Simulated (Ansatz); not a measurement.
**Tc of CoPtO2 (R-3m) from its phonons**

Wanted: λ, ω_log and Tc of CoPtO2 (R-3m). The cell shown first is a relaxed one, from steps not shown here.

Method: DFT PBE, scalar-relativistic, plane waves, PAW, in Ansatz 0.2.0.

### Step 1. The cell after earlier relaxation steps

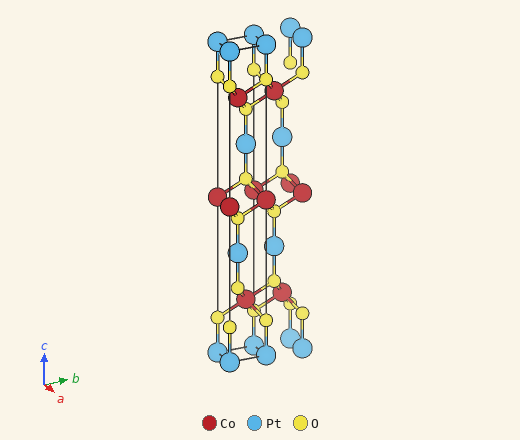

The cell as given, slightly off an axis (cobalt red, platinum blue, oxygen yellow). 1×2×1 cells are drawn. This picture shows the conventional cell, with its axes. Some periodic images of atoms are drawn too.

### Step 2. Coupling and resistivity: q 3×3×3, k 9×9×9, scattering 18×18×18

The run that gives the couplings also evaluates McMillan's and Allen and Dynes's formulas and, where asked, the Eliashberg equations, over a range of μ*.

Contents of input.yaml:

```yaml
crystal:
  lattice:
    - [1.4266605111, 0.8236828302, 5.9721940425]
    - [-1.4266605111, 0.8236828302, 5.9721940425]
    - [0.0, -1.6473656603, 5.9721940425]
  atoms:
    - { symbol: Co, position: [0.5, 0.5, 0.5] }
    - { symbol: Pt, position: [0.0, 0.0, 0.0] }
    - { symbol: O, position: [0.8876309617, 0.8876309617, 0.8876309617] }
    - { symbol: O, position: [0.1123690383, 0.1123690383, 0.1123690383] }
kpoints:
  mp_grid: { grid: [9, 9, 9] }
hamiltonian:
  xc: pbe
scf:
  occupations: { method: methfessel_paxton, width: 0.2 }
output:
  eigenvalues: true
phonons:
  method: dfpt
  qmesh: [3, 3, 3]
  temperatures: { t_max: 1000, t_step: 50 }
  qpath:
    path:
      - [[0.0, 0.0, 0.0], [0.5, 0.5, 0.5], [0.82065212, 0.17934788, 0.5]]
      - [[0.5, -0.17934788, 0.17934788], [0.5, 0.0, 0.0], [0.0, 0.0, 0.0], [0.33967394, -0.33967394, 0.0]]
      - [[0.66032606, 0.0, 0.33967394], [0.5, 0.0, 0.5], [0.0, 0.0, 0.0]]
    npoints: 10
  electrical_resistivity:
    mesh: [18, 18, 18]
    temperatures: [20.0, 50.0, 80.0, 100.0, 150.0, 200.0, 273.0, 300.0, 400.0, 500.0, 600.0, 800.0]
  superconductivity: { mesh: [18, 18, 18] }
```

Launch:

```sh
ansatz run input.yaml --threads 4 --pin off --max-ram 16384MiB --backend cpu --events-out ev --progress --plain --runs-dir out
```

Numbers of over 12 decimals in the logs are rounded to 6 here.

Output:

```text
Engine: ansatz 0.2.0, aarch64-unknown-linux-gnu
Pseudopotentials: kind: paw
Pseudopotential: Co, paw, valence charge 17, recommended cutoff 420 eV (normal), Co.paw.azcp
Pseudopotential: Pt, paw, valence charge 18, recommended cutoff 420 eV (normal), Pt.paw.azcp
Pseudopotential: O, paw, valence charge 6, recommended cutoff 420 eV (normal), O.paw.azcp
Functional definition: PBE
  parameter kappa = 0.804
  parameter beta = 0.066725
  exchange = pbe_x(kappa = kappa, mu = beta*pi^2/3)
  correlation = pbe_c(beta = beta)
Crystal: 4 atoms, lattice volume = 42.108 Å³
Basis set: ecut = 420 eV, 835 PW (Γ), exchange–correlation on 90×90×90 points (8 copies of the dense FFT grid, shifted against one another)
Bands: 29, of which v1, the nominal top of the filled ones, is band 24 counted from 1 (23 counted from 0)
Symmetry: 12 space group operations
k-points: 85 of 729
Non-local potential: Co, projectors of the file, l = 0: 3, l = 1: 2, l = 2: 3, l = 3: 1
Non-local potential: Pt, projectors of the file, l = 0: 3, l = 1: 2, l = 2: 2, l = 3: 1
Non-local potential: O, projectors of the file, l = 0: 2, l = 1: 2, l = 2: 1
PAW form: soft (Blöchl's): semilocal exchange-correlation on the pseudo side does not see the compensation charge
PAW one-centre angular grid: Co, 590 points (default); XC on 64 Gauss nodes
PAW one-centre angular grid: Pt, 590 points (default); XC on 64 Gauss nodes
PAW one-centre angular grid: O, 110 points (default); XC on 64 Gauss nodes
Initial density: superposition of atomic densities (neutral atoms: chi_scale 0, normalization atom), corrected by the library's trained network
Initial wavefunctions: pseudopotential atomic-orbital guess
Functional: x = pbe(κ = 0.804, μ = 0.219515), c = pbe(β = 0.066725)
SCF iter   1: F=—  HF=-18782.453046 eV  |F-HF|=—  |Δ(HF+E_count)|=         —  Δρ=1.02e-2  dr2=5.92e-2  ethr=1.77e-3  ⟨swp⟩=5.3  Hψ=9423  notcnv=0
preconditioner: auto → Kerker (q_TF=auto, 2.779 Å⁻¹)  [metal: Δε(μ)=0.020 eV  Ē_g=10.550 eV  σ=0.200 eV  W_gap=0.09  n_scr=16 (ndim 8)  ℏωp=31.9 eV  f_vac=0.006  D(μ)=0.96/eV (n_scr^D=2)]
SCF iter   2: F=—  HF=-18782.450721 eV  |F-HF|=—  |Δ(HF+E_count)|=   2.33e-3  S|Δr|=    0.00e0  Δρ=5.03e-3  dr2=2.52e-2  ethr=1.26e-4  ⟨swp⟩=1.0  Hψ=3145  notcnv=0
SCF iter   3: F=—  HF=-18782.448460 eV  |F-HF|=—  |Δ(HF+E_count)|=   2.26e-3  S|Δr|=    0.00e0  Δρ=1.30e-3  dr2=4.07e-3  ethr=5.36e-5  ⟨swp⟩=1.0  Hψ=2451  notcnv=0
SCF iter   4: F=—  HF=-18782.447943 eV  |F-HF|=—  |Δ(HF+E_count)|=   5.17e-4  S|Δr|=    0.00e0  Δρ=9.96e-4  dr2=4.53e-4  ethr=8.65e-6  ⟨swp⟩=1.0  Hψ=2451  notcnv=0
SCF iter   5: F=—  HF=-18782.447815 eV  |F-HF|=—  |Δ(HF+E_count)|=   1.27e-4  S|Δr|=    0.00e0  Δρ=3.62e-4  dr2=9.70e-5  ethr=9.64e-7  ⟨swp⟩=2.8  Hψ=4171  notcnv=0
SCF iter   6: F=—  HF=-18782.447813 eV  |F-HF|=—  |Δ(HF+E_count)|=   2.23e-6  S|Δr|=    0.00e0  Δρ=6.23e-5  dr2=1.42e-6  ethr=2.06e-7  ⟨swp⟩=1.0  Hψ=2451  notcnv=0
SCF iter   7: F=—  HF=-18782.447829 eV  |F-HF|=—  |Δ(HF+E_count)|=   1.64e-5  S|Δr|=    0.00e0  Δρ=2.27e-5  dr2=1.53e-7  ethr=3.01e-9  ⟨swp⟩=2.0  Hψ=4144  notcnv=0
SCF iter   8: F=—  HF=-18782.447829 eV  |F-HF|=—  |Δ(HF+E_count)|=   4.72e-8  S|Δr|=    0.00e0  Δρ=1.06e-5  dr2=3.02e-8  ethr=3.26e-10  ⟨swp⟩=2.7  Hψ=4363  notcnv=0
SCF iter   9: F=—  HF=-18782.447829 eV  |F-HF|=—  |Δ(HF+E_count)|=   1.33e-8  S|Δr|=    0.00e0  Δρ=4.18e-6  dr2=3.61e-9  ethr=6.43e-11  ⟨swp⟩=2.1  Hψ=3663  notcnv=0
SCF iter  10: F=—  HF=-18782.447829 eV  |F-HF|=—  |Δ(HF+E_count)|=   1.52e-9  S|Δr|=    0.00e0  Δρ=1.43e-6  dr2=7.56e-10  ethr=7.68e-12  ⟨swp⟩=2.2  Hψ=3755  notcnv=0
[...]
SCF 1 converged in 12 iterations: F = -18782.447829 eV  dr2 = 1.84e-12
  greatest PAW one-centre occupation: 1.000 electrons in one spin orbital (limit 2), on the Co atom at site 0 (counted from 0), in its partial waves of l = 1
phonons: the bands overlap, so this run is a metal and interpolates without the dipole-dipole term. If the crystal is really an insulator or semiconductor, its LO-TO splitting is missing
NSCF: frozen V_eff on 85 k-points
NSCF: frozen V_eff on 205 k-points
DFPT response loops at q = (0, 0, 0) (fractional): preconditioner auto → Kerker (q_TF=auto, 2.779 Å⁻¹) (partly filled bands, converged f_vac=0.005); β = 1.00, the filter's whole step (`scf.mixing.beta` (0.50) is not read by the response loops under this deck's `scf.mixing.preconditioner`; to damp them name `kerker` or `kerker_dos`, under which they read `scf.mixing.beta`, and type it under 1.00, their step now; both keys bind the ground state too); Broyden in place of MSR1
NSCF: frozen V_eff on 810 k-points
DFPT response loops at q = (0, 0, 0.333333) (fractional): mixed as the last ones told, above
NSCF: frozen V_eff on 1458 k-points
DFPT response loops at q = (0, 0.333333, 0.333333) (fractional): mixed as the last ones told, above
NSCF: frozen V_eff on 1458 k-points
DFPT response loops at q = (0, 0.333333, -0.333333) (fractional): mixed as the last ones told, above
NSCF: frozen V_eff on 810 k-points
DFPT response loops at q = (0.333333, 0.333333, 0.333333) (fractional): mixed as the last ones told, above
NSCF: frozen V_eff on 810 k-points
DFPT response loops at q = (0.333333, 0.333333, -0.333333) (fractional): mixed as the last ones told, above
[...]
SCF iter   3: F=—  HF=-18782.448460 eV  |F-HF|=—  |Δ(HF+E_count)|=   2.26e-3  S|Δr|=    0.00e0  Δρ=1.30e-3  dr2=4.07e-3  ethr=5.36e-5  ⟨swp⟩=1.0  Hψ=2451  notcnv=0
SCF iter   4: F=—  HF=-18782.447943 eV  |F-HF|=—  |Δ(HF+E_count)|=   5.17e-4  S|Δr|=    0.00e0  Δρ=9.96e-4  dr2=4.53e-4  ethr=8.65e-6  ⟨swp⟩=1.0  Hψ=2451  notcnv=0
SCF iter   5: F=—  HF=-18782.447815 eV  |F-HF|=—  |Δ(HF+E_count)|=   1.27e-4  S|Δr|=    0.00e0  Δρ=3.62e-4  dr2=9.70e-5  ethr=9.64e-7  ⟨swp⟩=2.8  Hψ=4171  notcnv=0
SCF iter   6: F=—  HF=-18782.447813 eV  |F-HF|=—  |Δ(HF+E_count)|=   2.23e-6  S|Δr|=    0.00e0  Δρ=6.23e-5  dr2=1.42e-6  ethr=2.06e-7  ⟨swp⟩=1.0  Hψ=2451  notcnv=0
SCF iter   7: F=—  HF=-18782.447829 eV  |F-HF|=—  |Δ(HF+E_count)|=   1.64e-5  S|Δr|=    0.00e0  Δρ=2.27e-5  dr2=1.53e-7  ethr=3.01e-9  ⟨swp⟩=2.0  Hψ=4144  notcnv=0
SCF iter   8: F=—  HF=-18782.447829 eV  |F-HF|=—  |Δ(HF+E_count)|=   4.72e-8  S|Δr|=    0.00e0  Δρ=1.06e-5  dr2=3.02e-8  ethr=3.26e-10  ⟨swp⟩=2.7  Hψ=4363  notcnv=0
SCF iter   9: F=—  HF=-18782.447829 eV  |F-HF|=—  |Δ(HF+E_count)|=   1.33e-8  S|Δr|=    0.00e0  Δρ=4.18e-6  dr2=3.61e-9  ethr=6.43e-11  ⟨swp⟩=2.1  Hψ=3663  notcnv=0
SCF iter  10: F=—  HF=-18782.447829 eV  |F-HF|=—  |Δ(HF+E_count)|=   1.52e-9  S|Δr|=    0.00e0  Δρ=1.43e-6  dr2=7.56e-10  ethr=7.68e-12  ⟨swp⟩=2.2  Hψ=3755  notcnv=0
[...]
mesh force constants: q→R imaginary residual 0.00e0; ASR residual 7.401e-5 → 0.000e0 eV/Å²; symmetrization residual 1.776e-14 eV/Å²
  interpolated dispersion: 73 rows × 12 modes
  density of states and harmonic sums: on the 27×27×27 q-mesh, interpolated from the force constants of a 3×3×3 supercell (no non-analytic term)
  largest difference from the sums on the solved wave vectors: F 2.22e-2 eV, S 3.18e-5 and C_V 9.57e-6 eV/K
  zero-point energy: 0.293655 eV/cell   skipped modes (ω ≤ 0): 3   left out of the sums: 1.27e-5 of the cell's modes: C_V's classical limit lies that fraction below 3 k_B per atom; for a crystal, a wire or a layer, F and S can be off by more, and a phonons.interpolated_qmesh denser along its periods is the remedy for the sampling
--- Electrical resistivity: potentials and phonons of a 3×3×3 supercell ---
  scattering by harmonic phonons alone, with no dipole-dipole term; scattering by other electrons, impurities, surfaces and spin disorder is left out, and so is spin–orbit coupling
  the resistivity is that of a variational response, whose dependence on the energy is improved iteratively
  at the Fermi level of each mesh (of a tensor a third of its trace):
           mesh   spin    states/(eV spin)  plasma energy (eV)         λ      λ_tr    ħω_log (meV)
       18×18×18                     0.1791              4.1184    0.0632    0.0603          16.078
          9×9×9                     0.3100              3.1929    0.0434    0.0523          19.279
  resistivity on the deck's mesh, µΩ·cm:
     T (K)       trace/3  mesh converged            xx            yy            zz    lowest order   relaxation time
     20.00     1.0739e-1              no     1.6491e-3     1.6491e-3     3.1887e-1       2.5517e-1         1.1245e-1
     50.00      4.3606e0              no     1.6549e-1     1.6549e-1      1.2751e1        7.1245e0          4.4022e0
     80.00      1.3411e1              no     5.5201e-1     5.5201e-1      3.9130e1        1.8629e1          1.3507e1
    100.00      2.0048e1              no     8.1946e-1     8.1946e-1      5.8506e1        2.6649e1          2.0178e1
    150.00      3.6913e1              no      1.4686e0      1.4686e0      1.0780e2        4.6801e1          3.7093e1
    200.00      5.3701e1              no      2.1118e0      2.1118e0      1.5688e2        6.6595e1          5.3891e1
    273.00      7.6996e1              no      3.0492e0      3.0492e0      2.2489e2        9.3429e1          7.7162e1
    300.00      8.5040e1              no      3.3945e0      3.3945e0      2.4833e2        1.0256e2          8.5191e1
    400.00      1.1171e2              no      4.6705e0      4.6705e0      3.2579e2        1.3339e2          1.1180e2
    500.00      1.3365e2              no      5.9621e0      5.9621e0      3.8904e2        1.6378e2          1.3367e2
    600.00      1.5128e2              no      7.2887e0      7.2887e0      4.3925e2        1.9938e2          1.5122e2
    800.00      1.7704e2              no      1.0012e1      1.0012e1      5.1110e2        2.9263e2          1.7653e2
  mean free path at 20 K (of a tensor a third of its trace): 116824 nm by what each carries, 87038 by the Fermi surface alone
  mean free path at 50 K (of a tensor a third of its trace): 1423 nm by what each carries, 1106 by the Fermi surface alone
  mean free path at 80 K (of a tensor a third of its trace): 384 nm by what each carries, 342 by the Fermi surface alone
  mean free path at 100 K (of a tensor a third of its trace): 249 nm by what each carries, 230 by the Fermi surface alone
  mean free path at 150 K (of a tensor a third of its trace): 133 nm by what each carries, 127 by the Fermi surface alone
  mean free path at 200 K (of a tensor a third of its trace): 91.1 nm by what each carries, 87.8 by the Fermi surface alone
  mean free path at 273 K (of a tensor a third of its trace): 62.2 nm by what each carries, 61.0 by the Fermi surface alone
  mean free path at 300 K (of a tensor a third of its trace): 55.7 nm by what each carries, 54.9 by the Fermi surface alone
  mean free path at 400 K (of a tensor a third of its trace): 39.8 nm by what each carries, 40.7 by the Fermi surface alone
  mean free path at 500 K (of a tensor a third of its trace): 30.6 nm by what each carries, 32.7 by the Fermi surface alone
  mean free path at 600 K (of a tensor a third of its trace): 24.6 nm by what each carries, 27.6 by the Fermi surface alone
  mean free path at 800 K (of a tensor a third of its trace): 17.1 nm by what each carries, 21.6 by the Fermi surface alone
  the resistivity times a path that all electrons share, by the Fermi surface of the deck's mesh alone (a third of the trace): 5.173e-14 Ω·m²
  not converged in the mesh (λ; λ_tr; the resistivity at 20 K by 120.51 %; the resistivity at 50 K by 85.07 %; the resistivity at 80 K by 84.75 %; the resistivity at 100 K by 84.22 %; the resistivity at 150 K by 82.90 %; the resistivity at 200 K by 81.77 %; the resistivity at 273 K by 80.31 %; the resistivity at 300 K by 79.79 %; the resistivity at 400 K by 77.86 %; the resistivity at 500 K by 75.86 %; the resistivit [...]
  vibrations of 27 cells: unjudged by the run; compare a larger repeat
  the changes of the potential over all sites missed a rigid shift's by 0.00 % (the site terms' by 0.00 %)
  at the force constants' own smearing the fine mesh and the k-points of their solves give squared frequencies that differ by 7.4 % of the larger at the most, at (0.3333, 0.3333, 0.3333)
--- Superconductivity: potentials and phonons of a 3×3×3 supercell ---
           mesh         λ    ħω_log (meV)  μ* declared at (meV)
       18×18×18    0.0632          16.078               20.738
          9×9×9    0.0434          19.279               32.903
  λ by the species' shares of the modes' patterns: Co 0.0029, Pt 0.0572, O 0.0031
  with the Fermi level up to 83.8 meV (the hardest mode) off, states and modes as they are: density of states 0.1781 to 0.9602 /eV of one spin and cell, λ 0.0528 to 0.1857
  transition temperature on the deck's mesh (K), isotropic and anisotropic, restricted to the Fermi surface (FSR) and over the full bandwidth (FBW), and the last with the density of states resolved in a narrower window:
        μ*   McMillan   Allen–Dynes      iso. FSR      iso. FBW    aniso. FSR    aniso. FBW  narrow window
      0.08          -             -    none_found    none_found    none_found    none_found     none_found
      0.10          -             -    none_found    none_found    none_found    none_found     none_found
      0.12          -             -    none_found    none_found    none_found    none_found     none_found
      0.13          -             -    none_found    none_found    none_found    none_found     none_found
      0.14          -             -    none_found    none_found    none_found    none_found     none_found
      0.16          -             -    none_found    none_found    none_found    none_found     none_found
      0.20          -             -    none_found    none_found    none_found    none_found     none_found
  none_found: no transition down to 0.1 K
  isotope coefficients −∂ln Tc/∂ln M under μ* = 0.13, the force constants as they are, of the isotropic transitions restricted to the Fermi surface and over the full bandwidth: Co - and -, Pt - and -, O - and -
  not converged in the mesh (λ): between neighbouring meshes, the two finest first, λ moves by 31.36 % and the anisotropic transition temperature over the full bandwidth at μ* = 0.13 by nothing (neither mesh has one); converged means that the two finest part by at most 2.00 % and 5.00 %
  vibrations of 27 cells: unjudged by the run; compare a larger repeat
  the changes of the potential over all sites missed a rigid shift's by 0.00 % (the site terms' by 0.00 %)
  at the force constants' own smearing the fine mesh and the k-points of their solves give squared frequencies that differ by 7.4 % of the larger at the most, at (0.3333, 0.3333, 0.3333)
[key lines of the parts left out:]
SCF converged after 12 iterations
Free energy (F): -18782.447829 eV
Fermi energy:    16.204596 eV
```

Elapsed: 40 min, on 4 threads of Arm Neoverse V2, shared host; peak memory 5.9 GiB; 2.6 h of CPU time.

In the SCF lines HF is the Harris–Foulkes energy and dr2 the Hartree energy of the density residual, in eV; the loop may stop once dr2 is under the threshold and the program's other checks hold. Hψ counts applications of the Hamiltonian.

This run has no spin polarisation although its electron count is odd.

Numbers from this step:

```yaml
volume_per_atom: 10.53 Å³
metallic_on_mesh: yes
gap_on_the_k_mesh: 0 eV
zero_point_energy: 0.2937 eV/cell
share_of_imaginary_modes_in_the_plain_interpolation_between_solved_wavevectors: 0
highest_frequency_solved_or_plainly_interpolated: 674.8 cm⁻¹
debye_temperature_second_moment: 826 K
resistivity_at_300_k: 85.04 μΩ cm, mean of the axes
coupling_constant_lambda: 0.06324
density_of_states_at_the_fermi_level: 0.1791 states/eV a spin and cell
log_mean_phonon_energy_omega_log: 16.08 meV
transport_coupling_constant_lambda_tr: 0.07535, 0.07535, 0.03021 (xx, yy, zz)
drude_plasma_energy: 5.039, 5.039, 0.3318 eV (xx, yy, zz)
resistivity_times_mean_free_path: 17.61, 17.61, 1517 × 10⁻¹⁶ Ω m² (xx, yy, zz)
second_moment_phonon_energy_omega: 20.74 meV
```

Transition temperatures:

```
  μ*
0.08
 0.1
0.12
0.13
0.14
0.16
 0.2
```

The Eliashberg function α²F has structure finer than the step of the table below, so its rows give means over 5 meV, whole bins alone (the curve runs from 0.327 to 83.5 meV). Peaks (meV: height): α²F 14.7: 0.0782, 18.0: 0.0896, 82.8: 0.0297; α²F tr 14.7: 0.0964, 18.0: 0.0545, 82.8: 0.0152.

Eliashberg function α²F against phonon energy; means over each step:

```
phonon energy (meV)      α²F   α²F tr
                  5   3.7e-4   2.1e-4
                 10  0.00863   0.0103
                 15   0.0544   0.0558
                 20   0.0271   0.0181
                 25   2.3e-4   2.0e-4
                 30  0.00232   7.0e-4
                 35  0.00319  0.00234
                 40   8.3e-4  0.00111
                 45   3.6e-4   4.4e-4
                 50   3.5e-4   5.4e-4
                 55        0        0
                 60   3.8e-4   4.9e-4
                 65   8.4e-4  0.00104
                 70  0.00114  0.00165
                 75  0.00247  0.00338
                 80  0.00485  0.00451
```

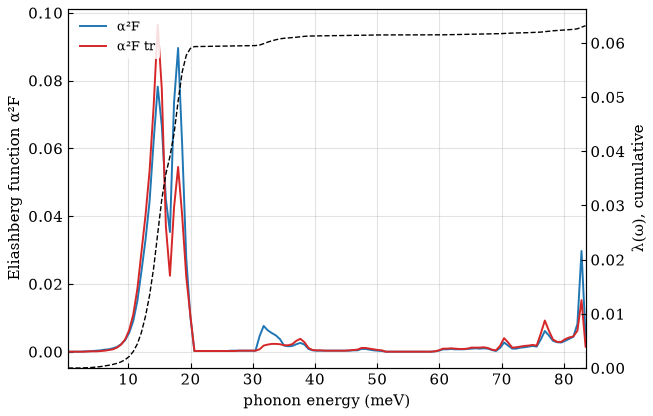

Eliashberg function α²F, plotted against phonon energy. The dashed line is the running λ.

The Eliashberg function α²F has structure finer than the step of the table below, so its rows give means over 10 meV, whole bins alone (the curve runs from 0.327 to 83.5 meV). Peaks (meV: height): α²F 14.7: 0.0782, 18.0: 0.0896, 82.8: 0.0297; Co 17.3: 0.0014, 31.8: 0.0061, 37.6: 0.0022, 82.8: 8.0e-4; Pt 14.7: 0.0764, 18.0: 0.0871; O 82.8: 0.0288.

Table of Eliashberg function α²F by phonon energy; means over each step:

```
phonon energy (meV)      α²F       Co      Pt        O
                 10   0.0178   3.4e-4  0.0171   3.9e-4
                 20   0.0275   4.3e-4  0.0265   5.0e-4
                 30  0.00234  0.00178  2.2e-4   3.7e-4
                 40   9.6e-4   7.9e-4  4.0e-5   1.0e-4
                 50   2.8e-4   2.5e-4       0   3.3e-5
                 60   3.8e-4   3.5e-5       0   3.3e-4
                 70  0.00114   1.2e-4       0  0.00102
```

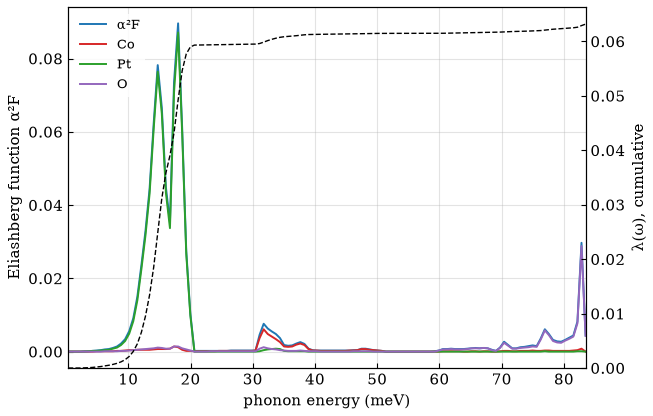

Eliashberg function α²F, plotted against phonon energy. The dashed line is the running λ.

### Step 3. Summary of results

```yaml
meshes: q 3×3×3, k 9×9×9, scattering 18×18×18
coupling_constant_lambda: 0.0632
log_mean_phonon_energy_omega_log: 16.1 meV
```

What this shows: In the last run (PBE, q 3×3×3, k 9×9×9, scattering 18×18×18), with λ = 0.063 and ħω_log = 16.1 meV, Tc at μ* = 0.13 is under 1 mK by the formulas. In that run Allen and Dynes's formula gives no transition above 0.05 K at μ* = 0.10 or more. By the run's own test λ is not converged in the fine mesh: it moves by 31 % between the two finest. The run's transport test calls it not converged in the mesh; ρ(300 K) moves by 80 % in the component that moves most. The runs are not spin-polarised; where the real material orders magnetically, these values do not describe it. These meshes are coarse. No spin–orbit coupling, which matters for Pt. μ* is a typed number, phonons are harmonic, and spin fluctuations are left out; with λ this near or under μ*(1 + 0.62 λ), the formulas give Tc only to its order of magnitude, or none.

[Logs are printed without paths, hosts, clocks, repeated set-up lines and the standing remarks that a program may print on its own settings, such as how far it seeks lower states.]

[Hosts, paths, dates, database ids (printed as entryN), source tags and the programs' standing remarks are cut or masked in the printed files.]
